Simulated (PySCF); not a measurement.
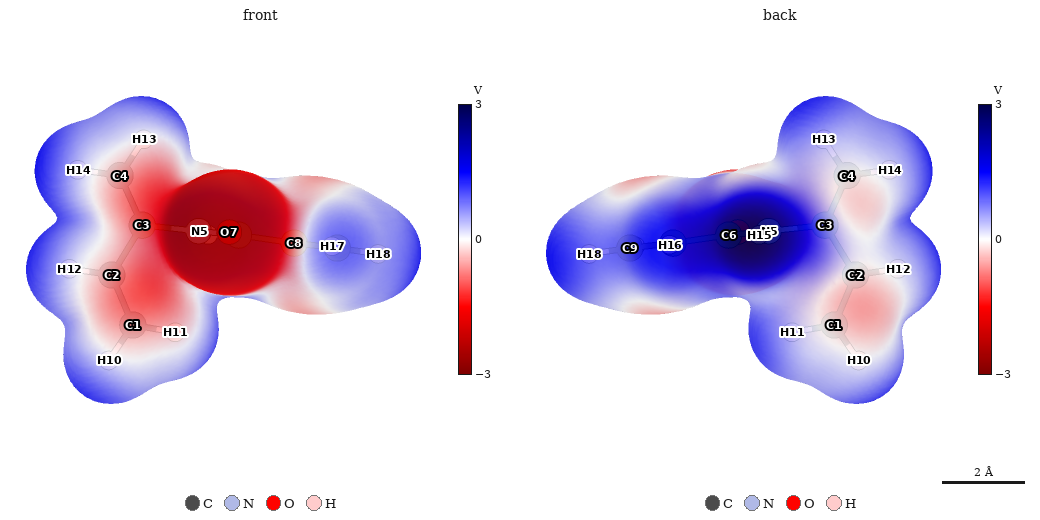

Figure. C7H9NO. The electrostatic potential painted on the density surface at 0.004 e/bohr³, seen from the front and from behind; red is negative and blue positive.

Geometry: GFN2-xTB.

The calculation used PBE0/pcSseg-1, SCF density, gas phase, non-relativistic in PySCF 2.14.0.

```xyz
18

C     1.6350    1.8368    0.5403
C     1.8586    0.6558    1.1041
C     1.2204   -0.5883    0.6972
C     1.4558   -1.7542    1.2944
N     0.2947   -0.5200   -0.3858
C    -1.0109   -0.1796   -0.2093
O    -1.4905    0.0464    0.8817
C    -1.7859   -0.1217   -1.4777
C    -3.0689    0.2045   -1.4726
H     2.1242    2.7300    0.8875
H     0.9426    1.9582   -0.2765
H     2.5486    0.5646    1.9312
H     0.9571   -2.6557    0.9840
H     2.1429   -1.8332    2.1176
H     0.6531   -0.6764   -1.3148
H    -1.2585   -0.3547   -2.3932
H    -3.5569    0.4294   -0.5381
H    -3.6612    0.2578   -2.3702
```

Which sites attract a positive test charge, and which a negative one?

A positive charge is drawn to the negative regions and a negative charge to the positive ones. The most negative region (about −2.5 V, or −58 kcal/mol for a unit charge) lies over O7, the most positive (about +2.8 V, or +65 kcal/mol for a unit charge) over H15. O7 is the likeliest acceptor of a hydrogen bond.
